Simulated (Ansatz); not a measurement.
System: Cl₂HHfN···H₂O.

```yaml
atoms:
  - { symbol: Hf, position_ang: [-0.4681, 0.6074, 1.2197] }
  - { symbol: O, position_ang: [2.0743, -0.4483, -1.2422] }
  - { symbol: N, position_ang: [-0.7811, -0.8550, 0.1667] }
  - { symbol: H, position_ang: [1.1883, -0.8258, -1.0620] }
  - { symbol: Cl, position_ang: [-1.0301, 2.5579, -0.0150] }
  - { symbol: Cl, position_ang: [-1.6751, 0.4393, 3.2545] }
  - { symbol: H, position_ang: [1.8844, 0.1652, -1.9776] }
  - { symbol: H, position_ang: [-1.1928, -1.6408, -0.3441] }
```

Core potentials replace the inner electrons of Hf; not at a stationary point (largest force 0.5 eV/Å).

Theory: RKS PBE/def2-SVP (Ansatz).

Question: Predict the electron density and electron localisation function between the atoms.

Answer: Hf–Cl (2.37 Å): ρ at the midpoint is about 0.54 e/Å³; the ELF peaks at about 0.85 in the valence shell of Cl, 0.8 Å from its nucleus, and is about 0.30 at the midpoint.
O–H (0.98 Å): ρ at the midpoint is about 3.5 e/Å³; the ELF climbs to about 1 towards the hydrogen, as it does in any bond to H; an ordinary covalent bond to hydrogen.

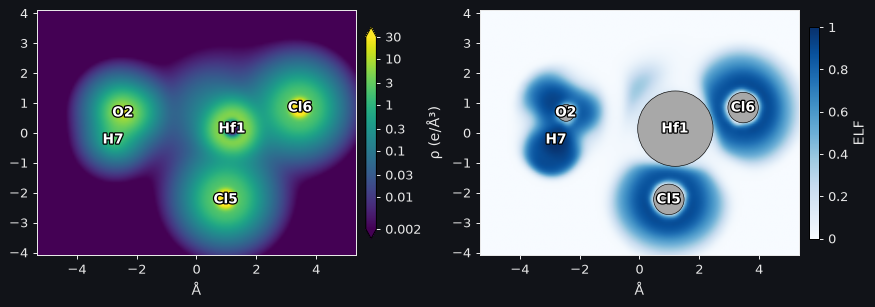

Computed electron density and electron localisation function on the plane of atoms Cl5, Hf1 and Cl6, in this order. Grey discs cover the atomic cores in the ELF map. 
